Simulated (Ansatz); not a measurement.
Al32O: several calculations on one system

Part 1: Relaxation

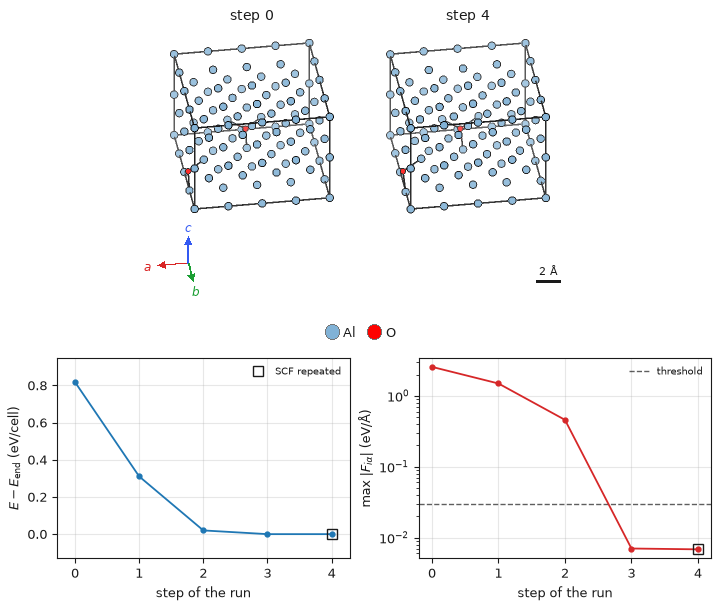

First and last geometry of a relaxation of a defect cell of composition Al32O, with the history of the run. Style: ball-and-stick. Shown: the larger cell on standard axes (2 times the calculation's cell), from a free direction.

It is an interstitial O in fcc Al. The run prepares an end point of a later path (interstitial hop) calculation, from a guessed geometry. The atoms of the start lie slightly off their symmetric places, so part of the fall in energy undoes that.

Level of theory: DFT LDA, scalar-relativistic, plane waves, PAW (Ansatz).

The input:
```yaml
crystal:
  lattice:
    - [8.1, 0.0, 0.0]
    - [0.0, 8.1, 0.0]
    - [0.0, 0.0, 8.1]
  atoms:
    - { symbol: Al, position: [0.5, 0.0, 0.0] }
    - { symbol: Al, position: [0.75, 0.25, 0.0] }
    - { symbol: Al, position: [0.75, 0.0, 0.25] }
    - { symbol: Al, position: [0.0, 0.0, 0.0] }
    - { symbol: Al, position: [0.25, 0.25, 0.0] }
    - { symbol: Al, position: [0.5, 0.5, 0.0] }
    - { symbol: Al, position: [0.75, 0.75, 0.0] }
    - { symbol: Al, position: [0.25, 0.0, 0.25] }
    - { symbol: Al, position: [0.5, 0.25, 0.25] }
    - { symbol: Al, position: [0.75, 0.5, 0.25] }
    - { symbol: Al, position: [0.5, 0.0, 0.5] }
    - { symbol: Al, position: [0.75, 0.25, 0.5] }
    - { symbol: Al, position: [0.75, 0.0, 0.75] }
    - { symbol: Al, position: [0.0, 0.5, 0.0] }
    - { symbol: Al, position: [0.25, 0.75, 0.0] }
    - { symbol: Al, position: [0.0, 0.25, 0.25] }
    - { symbol: Al, position: [0.25, 0.5, 0.25] }
    - { symbol: Al, position: [0.5, 0.75, 0.25] }
    - { symbol: Al, position: [0.0, 0.0, 0.5] }
    - { symbol: Al, position: [0.25, 0.25, 0.5] }
    - { symbol: Al, position: [0.5, 0.5, 0.5] }
    - { symbol: Al, position: [0.75, 0.75, 0.5] }
    - { symbol: Al, position: [0.25, 0.0, 0.75] }
    - { symbol: Al, position: [0.5, 0.25, 0.75] }
    - { symbol: Al, position: [0.75, 0.5, 0.75] }
    - { symbol: Al, position: [0.0, 0.75, 0.25] }
    - { symbol: Al, position: [0.0, 0.5, 0.5] }
    - { symbol: Al, position: [0.25, 0.75, 0.5] }
    - { symbol: Al, position: [0.0, 0.25, 0.75] }
    - { symbol: Al, position: [0.25, 0.5, 0.75] }
    - { symbol: Al, position: [0.5, 0.75, 0.75] }
    - { symbol: Al, position: [0.0, 0.75, 0.75] }
    - { symbol: O, position: [0.6356077, 0.1242062, 0.6174862] }
basis:
  ecutwfc: 420.0
kpoints:
  mp_grid: { grid: [3, 3, 3] }
hamiltonian:
  xc: lda
scf:
  occupations: { method: fermi_dirac, width: 0.05 }
  lower_state_search: "off"
relax:
  f_tol: 0.03
  max_steps: 60
  adjacent_minimum: "off"
```

Command:
```bash
ansatz run input.yaml --threads 4 --pin off --max-ram 10240MiB --backend cpu --events-out ev --progress --plain --runs-dir out
```

**Read the history and describe the run.**

It converged. After 3 accepted moves (4 points after the start) the energy has fallen by 0.818 eV per cell of the calculation. The largest force component goes from 2.6 to 0.0068 eV/Å. 1 step only repeated the SCF at the same geometry. The atom that moves furthest is Al12 (0.14 Å along [−1 0 1]). By element the largest moves are Al 0.14 Å, O 0.10 Å. The lattice vectors keep their values. Among the contacts that change: Al12–O33 1.674 → 1.887 Å, Al13–O33 1.739 → 1.888 Å, Al11–O33 1.768 → 1.888 Å, Al24–O33 1.843 → 1.887 Å. Bond angles that change, for instance: Al12–O33–Al13 114.1° → 109.6°, Al11–O33–Al24 104.9° → 109.4°, Al13–O33–Al24 106.1° → 109.4°.

Limits of the set-up: the periodic images lie only 8.1 Å apart, so the values are limited by the cell's size.

Part 2: Relaxation

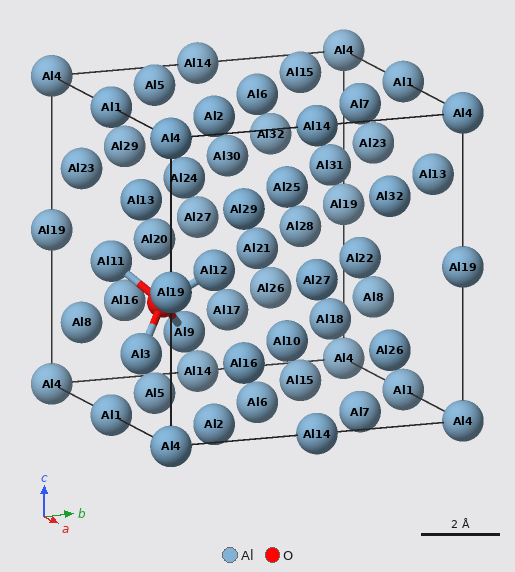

A defect cell of composition Al32O, before the relaxation. The picture is a ball-and-stick view of the cell of the calculation, seen slightly off an axis.

It is an interstitial O in fcc Al. The run prepares an end point of a later path (interstitial hop) calculation, from a guessed geometry. The atoms of the start lie slightly off their symmetric places, so part of the fall in energy undoes that.

The calculation used DFT LDA, scalar-relativistic, plane waves, PAW (Ansatz).

The input:
```yaml
crystal:
  lattice:
    - [8.1, 0.0, 0.0]
    - [0.0, 8.1, 0.0]
    - [0.0, 0.0, 8.1]
  atoms:
    - { symbol: Al, position: [0.5, 0.0, 0.0] }
    - { symbol: Al, position: [0.75, 0.25, 0.0] }
    - { symbol: Al, position: [0.75, 0.0, 0.25] }
    - { symbol: Al, position: [0.0, 0.0, 0.0] }
    - { symbol: Al, position: [0.25, 0.25, 0.0] }
    - { symbol: Al, position: [0.5, 0.5, 0.0] }
    - { symbol: Al, position: [0.75, 0.75, 0.0] }
    - { symbol: Al, position: [0.25, 0.0, 0.25] }
    - { symbol: Al, position: [0.5, 0.25, 0.25] }
    - { symbol: Al, position: [0.75, 0.5, 0.25] }
    - { symbol: Al, position: [0.5, 0.0, 0.5] }
    - { symbol: Al, position: [0.75, 0.25, 0.5] }
    - { symbol: Al, position: [0.75, 0.0, 0.75] }
    - { symbol: Al, position: [0.0, 0.5, 0.0] }
    - { symbol: Al, position: [0.25, 0.75, 0.0] }
    - { symbol: Al, position: [0.0, 0.25, 0.25] }
    - { symbol: Al, position: [0.25, 0.5, 0.25] }
    - { symbol: Al, position: [0.5, 0.75, 0.25] }
    - { symbol: Al, position: [0.0, 0.0, 0.5] }
    - { symbol: Al, position: [0.25, 0.25, 0.5] }
    - { symbol: Al, position: [0.5, 0.5, 0.5] }
    - { symbol: Al, position: [0.75, 0.75, 0.5] }
    - { symbol: Al, position: [0.25, 0.0, 0.75] }
    - { symbol: Al, position: [0.5, 0.25, 0.75] }
    - { symbol: Al, position: [0.75, 0.5, 0.75] }
    - { symbol: Al, position: [0.0, 0.75, 0.25] }
    - { symbol: Al, position: [0.0, 0.5, 0.5] }
    - { symbol: Al, position: [0.25, 0.75, 0.5] }
    - { symbol: Al, position: [0.0, 0.25, 0.75] }
    - { symbol: Al, position: [0.25, 0.5, 0.75] }
    - { symbol: Al, position: [0.5, 0.75, 0.75] }
    - { symbol: Al, position: [0.0, 0.75, 0.75] }
    - { symbol: O, position: [0.6295398, 0.12181022, 0.38211464] }
basis:
  ecutwfc: 420.0
kpoints:
  mp_grid: { grid: [3, 3, 3] }
hamiltonian:
  xc: lda
scf:
  occupations: { method: fermi_dirac, width: 0.05 }
  lower_state_search: "off"
relax:
  f_tol: 0.03
  max_steps: 60
  adjacent_minimum: "off"
```

Command:
```bash
ansatz run input.yaml --threads 4 --pin off --max-ram 10240MiB --backend cpu --events-out ev --progress --plain --runs-dir out
```

### Where does the relaxation end?

Over 3 accepted moves (4 points after the start) the energy falls by 0.757 eV per cell of the calculation. Largest force component: 2 eV/Å at the start, 0.0042 eV/Å at the end. 1 step only repeated the SCF at the same geometry. The largest moves, 0.14 Å, are those of Al3, Al11 and Al12. Al12 goes along [1 1 1]. Largest moves by element: Al 0.14 Å, O 0.07 Å. The cell doesn't change. Some distances before and after: Al12–O33 1.715 → 1.887 Å, Al11–O33 1.728 → 1.887 Å, Al3–O33 1.752 → 1.888 Å, Al9–O33 1.823 → 1.887 Å. Among the angles between lasting bonds that change: Al11–O33–Al12 112.5° → 109.6°, Al3–O33–Al9 106.4° → 109.4°.

Final geometry:

```
Al O
1.0
     8.10000    0.00000    0.00000
     0.00000    8.10000    0.00000
     0.00000    0.00000    8.10000
Al O
32 1
Direct
  0.49921 0.99897 0.99723
  0.75108 0.25083 0.99724
  0.75961 0.99041 0.24059
  0.00324 0.00004 0.99712
  0.24703 0.24979 0.99711
  0.50024 0.50300 0.99711
  0.75000 0.74680 0.99711
  0.24711 0.99898 0.24931
  0.49067 0.25935 0.24072
  0.75106 0.50294 0.24931
  0.49049 0.99036 0.50968
  0.75968 0.25955 0.50971
  0.75103 0.99902 0.75327
  0.00161 0.50138 0.99871
  0.24866 0.74843 0.99872
  0.00324 0.25077 0.24935
  0.24705 0.50299 0.25031
  0.49927 0.74681 0.24935
  0.00316 0.99900 0.50113
  0.24714 0.25083 0.50116
  0.49922 0.50292 0.50115
  0.75105 0.74689 0.50113
  0.24706 0.00005 0.75330
  0.49928 0.25076 0.75332
  0.74998 0.50298 0.75330
  0.00318 0.74686 0.25033
  0.00324 0.50300 0.50005
  0.24703 0.74679 0.50005
  0.00318 0.24976 0.75326
  0.24864 0.50139 0.75169
  0.50027 0.74686 0.75326
  0.00163 0.74841 0.75170
  0.62519 0.12488 0.37532
```

After the run, drawn alike:

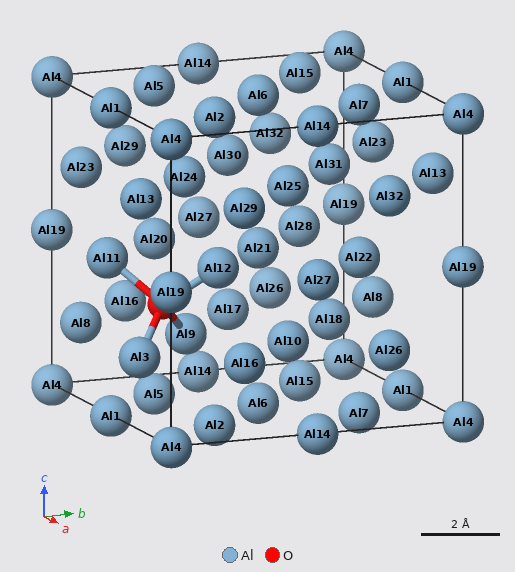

Limits of the set-up: the periodic images lie only 8.1 Å apart, so the values are limited by the cell's size.

Part 3: Path

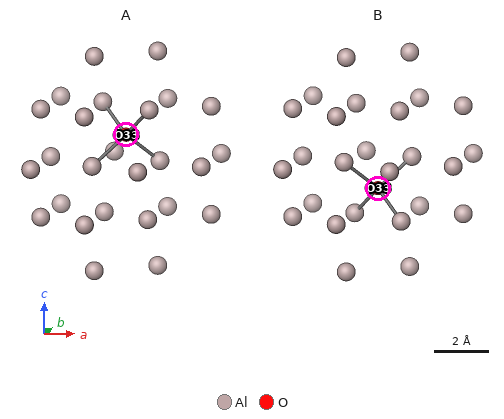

The two relaxed end points of a path for Al with an interstitial O (33 atoms in the cell). Style: ball-and-stick. Shown: the atoms within 4.6 Å of the middle of the path, slightly off an axis. The moving atom is ringed, with any periodic copies. Bonds to atoms that aren't drawn are left out.

Computed with Ansatz 0.2.0, DFT LDA, scalar-relativistic, plane waves, PAW.

Settings: plane-wave cutoff 420 eV; k-point mesh 3 × 3 × 3; Fermi-Dirac smearing 0.05 eV; 5 movable images; climbing image; force threshold 0.05 eV/Å; iteration limit 73; starting path by image-dependent pair potential.

**Predict the minimum-energy path and its barrier.**

The two ends have the same energy, and the highest point, image 3, lies 0.98 eV above the start. The O atom travels furthest, 2.02 Å from end to end, along −c, on a path that bends up to 0.52 Å away from the straight line. At the highest image its nearest neighbour (Al) is 1.83 Å away, against 1.89 Å at the start, and the surrounding atoms stand up to 0.25 Å off the mean of their end positions. The band is converged.

Energies of the converged images:

```
image  path (Å)  E (eV)
    0      0.00   0.000
    1      0.46   0.284
    2      0.93   0.759
    3      1.39   0.978
    4      1.86   0.760
    5      2.32   0.285
    6      2.79   0.000
```

The geometry at the top of the path:

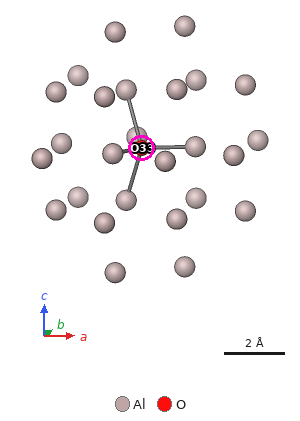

Limits of the set-up: the periodic images lie only 8.1 Å apart, so the values are limited by the cell's size.
